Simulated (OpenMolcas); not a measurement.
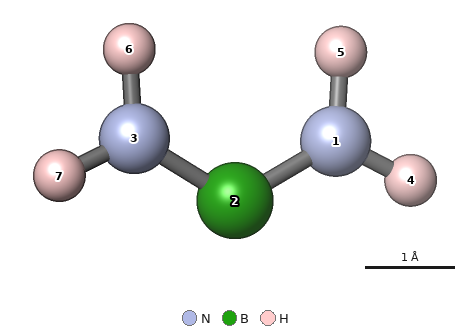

**Figure 1.** The input geometry (ball-and-stick view, seen at a tilt; atoms are numbered from 1 in the order of the input). Bond lengths as drawn: B–N 1.40 Å and H–N 1.00 to 1.01 Å.

BN₂H₄: energy and gradient calculation

The run: energy and gradient calculation of BN₂H₄, multiplicity 2. Method and program: CASSCF/6-31G* (OpenMolcas 26.06).

The geometry comes from this level: GFN2-xTB.

### Input file
```
&GATEWAY
 Coord
 mol.xyz
 Basis
 6-31G*
 Group
 NoSym

&SEWARD

&RASSCF
 FileOrb
 $CurrDir/step2.RasOrb
 Spin
 2
 Nactel
 5 0 0
 Inactive
 9
 Ras2
 5
 OrbListing
 Nothing

&ALASKA
```

### File mol.xyz
```
7

N     -0.992550     0.095140    -0.701790
B     -0.021000    -0.743120    -0.143210
N      0.988920    -0.226540     0.676460
H     -1.741610    -0.210110    -1.296710
H     -1.015210     1.096590    -0.544920
H      1.067340     0.758830     0.902300
H      1.714100    -0.770790     1.107850
```

Hardware: 1 thread of Intel Xeon @ 2.90GHz (Ice Lake), 16 GiB of memory available, shared host.

Run as:
```bash
export MOLCAS_MEM=1860
pymolcas step14.input > step14.log
```

### Log
```
--- Start Module: gateway ---

                                              &GATEWAY

                       available to each process: 1.9 GB of memory, 1 thread

++    Symmetry information:
      ---------------------

                    Character Table for C1

                             E
                    a        1  x, y, xy, Rz, z, xz, Ry, yz, Rx, I
--

++    Basis set information:
      ----------------------

      Basis set label: N.6-31G**....

      Electronic valence basis set:
      ------------------
      Associated Effective Charge   7.000000 au
      Associated Actual Charge      7.000000 au
      Nuclear Model: Point charge

      Shell  nPrim  nBasis  Cartesian Spherical Contaminant
         s      10       3        X
         p       4       2        X
         d       1       1        X

      Basis set label: B.6-31G**....

      Electronic valence basis set:
      ------------------
      Associated Effective Charge   5.000000 au
      Associated Actual Charge      5.000000 au
      Nuclear Model: Point charge

      Shell  nPrim  nBasis  Cartesian Spherical Contaminant
         s      10       3        X
         p       4       2        X
         d       1       1        X

      Basis set label: N.6-31G**....

      Electronic valence basis set:
      ------------------
      Associated Effective Charge   7.000000 au
      Associated Actual Charge      7.000000 au
      Nuclear Model: Point charge

      Shell  nPrim  nBasis  Cartesian Spherical Contaminant
         s      10       3        X
         p       4       2        X
         d       1       1        X

      Basis set label: H.6-31G....

      Electronic valence basis set:
      ------------------
      Associated Effective Charge   1.000000 au
      Associated Actual Charge      1.000000 au
      Nuclear Model: Point charge

      Shell  nPrim  nBasis  Cartesian Spherical Contaminant
         s       4       2        X
--

++    Molecular structure info:
      -------------------------

                    ************************************************
                    **** Cartesian Coordinates / bohr, angstrom ****
                    ************************************************

     Center  Label                x              y              z                     x              y              z
        1      N1              -1.875648       0.179789      -1.326191             -0.992550       0.095140      -0.701790
        2      B2              -0.039684      -1.404293      -0.270628             -0.021000      -0.743120      -0.143210
        3      N3               1.868788      -0.428099       1.278324              0.988920      -0.226540       0.676460
        4      H4              -3.291166      -0.397050      -2.450427             -1.741610      -0.210110      -1.296710
        5      H5              -1.918469       2.072255      -1.029750             -1.015210       1.096590      -0.544920
        6      H6               2.016980       1.433981       1.705100              1.067340       0.758830       0.902300
        7      H7               3.239180      -1.456582       2.093533              1.714100      -0.770790       1.107850

                    ***************************************
                    *    InterNuclear Distances / bohr    *
                    ***************************************

               1 N1            2 B2            3 N3            4 H4            5 H5            6 H6
    1 N1       0.000000
    2 B2       2.644672        0.000000
    3 N3       4.601502        2.644707        0.000000
    4 H4       1.897457        4.042053        6.366292        0.000000
    5 H5       1.916022        4.023989        5.091393        3.162292        0.000000
    6 H6       5.090607        4.023577        1.916100        6.985520        4.834724        0.000000
    7 H7       6.366606        4.042640        1.897450        8.025932        6.986338        3.162278

               7 H7
    7 H7       0.000000

                    *******************************************
                    *    InterNuclear Distances / angstrom    *
                    *******************************************

               1 N1            2 B2            3 N3            4 H4            5 H5            6 H6
    1 N1       0.000000
    2 B2       1.399500        0.000000
    3 N3       2.435010        1.399519        0.000000
    4 H4       1.004091        2.138963        3.368897        0.000000
    5 H5       1.013915        2.129403        2.694249        1.673413        0.000000
    6 H6       2.693833        2.129185        1.013956        3.696578        2.558426        0.000000
    7 H7       3.369063        2.139273        1.004087        4.247141        3.697011        1.673406

               7 H7
    7 H7       0.000000

                    **************************************
                    *    Valence Bond Angles / degree    *
                    **************************************
                          Atom centers                 Phi
                      2 B2       1 N1       4 H4       124.91
                      2 B2       1 N1       5 H5       123.05
                      4 H4       1 N1       5 H5       112.04
                      1 N1       2 B2       3 N3       120.91
                      2 B2       3 N3       6 H6       123.02
                      2 B2       3 N3       7 H7       124.94
                      6 H6       3 N3       7 H7       112.04

           ***************************************************************
           *              Valence Dihedral Angles / degree               *
           ***************************************************************
                    Atom centers                       Phi1     Phi2     Theta
           3 N3       2 B2       1 N1       4 H4        120.91   124.91   179.98
           3 N3       2 B2       1 N1       5 H5        120.91   123.05    -0.04
           1 N1       2 B2       3 N3       6 H6        120.91   123.02    -0.03
           1 N1       2 B2       3 N3       7 H7        120.91   124.94   179.98
--

            Nuclear Potential Energy             62.95999057 au

--- Stop Module: gateway /rc=_RC_ALL_IS_WELL_ ---

--- Start Module: seward ---

                                              &SEWARD

                       available to each process: 1.9 GB of memory, 1 thread

               SEWARD will generate:
                  Multipole Moment integrals up to order  2
                  Kinetic Energy integrals
                  Nuclear Attraction integrals (point charge)
                  One-Electron Hamiltonian integrals
                  Velocity integrals
                  Orbital angular momentum around ( -0.0113  -0.4012  -0.0773 )
                  Velocity quadrupole around ( -0.0113  -0.4012  -0.0773 )
                  Two-Electron Repulsion integrals

                   Integrals are discarded if absolute value <: 1.00E-14
                   Integral cutoff threshold is set to       <: 1.00E-16

            Nuclear Potential Energy             62.95999057 au

      Basis set specifications :
      Symmetry species         a
      Basis functions           53

--- Stop Module: seward /rc=_RC_ALL_IS_WELL_ ---

--- Start Module: rasscf ---

                                              &RASSCF

                       available to each process: 1.9 GB of memory, 1 thread

      Header of the ONEINT file:
      --------------------------

      OrdInt status: non-squared

      Cartesian coordinates in angstrom:
      -----------------------------------------------------
      No.  Label        X            Y            Z
      -----------------------------------------------------
       1   N1        -0.99255000   0.09514000  -0.70179000
       2   B2        -0.02100000  -0.74312000  -0.14321000
       3   N3         0.98892000  -0.22654000   0.67646000
       4   H4        -1.74161000  -0.21011000  -1.29671000
       5   H5        -1.01521000   1.09659000  -0.54492000
       6   H6         1.06734000   0.75883000   0.90230000
       7   H7         1.71410000  -0.77079000   1.10785000
      -----------------------------------------------------
      Nuclear repulsion energy =   62.95999057

++    Wave function specifications:
      -----------------------------

      Number of closed shell electrons          18
      Number of electrons in active shells       5
      Max number of holes in RAS1 space          0
      Max nr of electrons in RAS3 space          0
      Number of inactive orbitals                9
      Number of active orbitals                  5
      Number of secondary orbitals              39
      Spin quantum number                      0.5
      State symmetry                             1
--

++    Orbital specifications:
      -----------------------

      Symmetry species                           1
                                                 a
      Frozen orbitals                            0
      Inactive orbitals                          9
      Active orbitals                            5
      RAS1 orbitals                              0
      RAS2 orbitals                              5
      RAS3 orbitals                              0
      Secondary orbitals                        39
      Deleted orbitals                           0
      Number of basis functions                 53
--

++    CI expansion specifications:
      ----------------------------

      Number of CSFs                            75
      Number of determinants                   100
      Number of root(s) required                 1
      Root chosen for geometry opt.              1
      CI root used                               1

      highest root included in the CI            1
      max. size of the explicit Hamiltonian     75
--

++    Optimization specifications:
      ----------------------------

      RASSCF algorithm: Conventional
      Maximum number of macro iterations       200
      Maximum number of SX iterations          100
      Threshold for RASSCF energy            1.000E-08
      Threshold for max MO rotation          1.000E-01
      Threshold for max BLB element          1.000E-04
      Level shift parameter                  5.000E-01
      Make Quasi-Newton update
--

      The MO-coefficients are taken from the file:
      step2.RasOrb
      Title: RASSCF average (pseudo-natural) orbitals

      Total molecular charge    0.00

      ************************************************************************************************************************
      *                                            Wave function control section                                             *
      ************************************************************************************************************************

                                         RASSCF iterations: Energy and convergence statistics
                                         ----------------------------------------------------

          iter iter root      energy       change     param      element    value   shift minimum  type update hh:mm:ss
 Nr of preliminary CI iterations:   1
        1   1    4    1  -135.96018691    0.00E+00  -2.07E-05   11  21 1  7.67E-06   0.20   0.00    SX    NO    0:00:00
        2   1    4    1  -135.96018691   -3.02E-10   8.18E-06   11  21 1  4.69E-06   0.20   0.00    SX    NO    0:00:00
        3   1    3    1  -135.96018691   -6.95E-11   7.55E-06   11  21 1  2.74E-06   0.20   0.00    SX    NO    0:00:00
        4   1    3    1  -135.96018691   -3.25E-11   6.95E-06   11  21 1  1.64E-06   0.20   0.00    SX    NO    0:00:00
      Convergence after  4 iterations
        5   1    3    1  -135.96018691   -2.09E-11   6.95E-06   11  21 1  9.96E-07   0.20   0.00    SX    NO    0:00:00

      ************************************************************************************************************************
                                                      Wave function printout:
                       occupation of active orbitals, and spin coupling of open shells (u,d: Spin up or down)
      ************************************************************************************************************************

      Note: transformation to natural orbitals
      has been made, which may change the order of the CSFs.

      printout of CI-coefficients larger than  0.05 for root  1
      energy=    -135.960187
      conf/sym  11111     Coeff  Weight
             1  22u00  -0.99081 0.98170
            30  20u20  -0.08128 0.00661
            36  uduud  -0.05441 0.00296
            41  02u02  -0.05857 0.00343

      Natural orbitals and occupation numbers for root  1
      sym 1:   1.985031   1.978799   1.000315   0.021083   0.014773

      ************************************************************************************************************************
      *                                                    Final results                                                     *
      ************************************************************************************************************************

++    Final optimization conditions:
      ------------------------------

      Average CI energy                            -135.96018691
      RASSCF energy for state  1                   -135.96018691
      Super-CI energy                                -0.00000000
      RASSCF energy change                           -0.00000000
      Max change in MO coefficients               7.442E-06
      Max non-diagonal density matrix element     6.951E-06
      Maximum BLB matrix element                  9.965E-07
      (orbital pair  11,  21 in symmetry   1)
      Norm of electronic gradient            1.723E-06
--

      Final state energy(ies):
      ------------------------

::    RASSCF root number  1 Total energy:   -135.96018691
      Von Neumann Entropy (Root   1) =  0.64744

      Mulliken population analysis for root number:  1
      -----------------------------------------------

++    Molecular charges:
      ------------------

      Mulliken charges per centre
      ---------------------------

                N1      B2      N3      H4      H5      H6      H7
      Total    7.9146  4.6409  7.8575  0.6388  0.6600  0.6536  0.6346

      N-E     -0.9146  0.3591 -0.8575  0.3612  0.3400  0.3464  0.3654

      Total electronic charge=   23.000000

      Total            charge=   -0.000000
--

      Expectation values of various properties for root number:  1
      -----------------------------------------------------------

++    Molecular properties:
      ---------------------

      Charge (e):
                      =   -0.0000
      Dipole Moment (debye):
      Origin of the operator (angstrom)=   -0.0060   -0.2123   -0.0409
                   X=  2.6931E-01               Y=  1.5129E+00               Z=  4.5582E-01           Total=  1.6029E+00
      Quadrupole Moment (debye*angstrom):
      Origin of the operator (angstrom)=   -0.0060   -0.2123   -0.0409
                  XX= -1.5249E+01              XY= -7.3439E-01              XZ=  4.1184E+00              YY= -1.6840E+01
                  YZ=  2.0531E-01              ZZ= -1.8100E+01
      In traceless form (debye*angstrom)
                  XX=  2.2211E+00              XY= -1.1016E+00              XZ=  6.1776E+00              YY= -1.6586E-01
                  YZ=  3.0796E-01              ZZ= -2.0553E+00
--

      Mulliken spin population analysis for root number:  1
      ---------------------------------------------------

++    Molecular charges:
      ------------------

      Mulliken spin population per centre
      ---------------------------

                N1      B2      N3      H4      H5      H6      H7
      Total   -0.0041  0.9843 -0.0130  0.0009  0.0156  0.0155  0.0008

      Total electronic spin=    1.000000
--

      Average orbitals are written to the RASORB file
      Natural orbitals for root   1 are written to the RASORB.1 file
      Spin density orbitals for root   1 are written to the SPDORB.1 file

--- Stop Module: rasscf /rc=_RC_ALL_IS_WELL_ ---

--- Start Module: alaska ---

                                              &ALASKA

                       available to each process: 1.9 GB of memory, 1 thread

                     Threshold for contributions to the gradient: 1.000E-07

                    ********************************************
                    * Symmetry Adapted Cartesian Displacements *
                    ********************************************

           Irreducible representation : a
           Basis function(s) of irrep: x, y, xy, Rz, z, xz, Ry, yz, Rx, I

 Basis Label        Type   Center Phase
   1   N1           x         1     1
   2   N1           y         1     1
   3   N1           z         1     1
   4   B2           x         2     1
   5   B2           y         2     1
   6   B2           z         2     1
   7   N3           x         3     1
   8   N3           y         3     1
   9   N3           z         3     1
  10   H4           x         4     1
  11   H4           y         4     1
  12   H4           z         4     1
  13   H5           x         5     1
  14   H5           y         5     1
  15   H5           z         5     1
  16   H6           x         6     1
  17   H6           y         6     1
  18   H6           z         6     1
  19   H7           x         7     1
  20   H7           y         7     1
  21   H7           z         7     1

                     No automatic utilization of translational and rotational invariance of the energy is employed.

 Conventional ERI gradients!

 **************************************************
 *              Molecular gradients               *
 **************************************************

  Irreducible representation: a
 ------------------------------------------------------------------------------------------
                              X                       Y                       Z
 ------------------------------------------------------------------------------------------
  N1                2.12865561009492E-02   -1.68940326418170E-02    1.24857580202686E-02
  B2                6.61574776992713E-03    4.56914548954845E-03    5.57270429769652E-03
  N3               -2.99261316852117E-02   -1.37622243230313E-02   -2.40191766628466E-02
  H4               -8.80278198929041E-03   -7.75920621401971E-04   -6.51040163032812E-03
  H5               -1.14701672884315E-03    1.51196897239294E-02    1.79159911640769E-03
  H6                3.09837785471268E-03    1.42295295984121E-02    4.67763312676872E-03
  H7                8.87524867773815E-03   -2.48618722564031E-03    6.00188373201149E-03
 ------------------------------------------------------------------------------------------

--- Stop Module: alaska /rc=_RC_ALL_IS_WELL_ ---

.##################.
.# Happy landing! #.
.##################.

    Timing: Wall=2.74 User=2.15 System=0.40
```

### Key numbers

```json
{"quantity": "outcome", "value": "converged"}
{"quantity": "total energy", "value": "−135.960187 hartree"}
{"quantity": "CASSCF energy", "value": "−135.960187 hartree"}
{"quantity": "basis functions", "value": "53"}
{"quantity": "largest force", "value": "2.096 eV/Å"}
{"quantity": "wall time", "value": "2.9 s"}
{"quantity": "peak memory", "value": "0.39 GiB"}
```
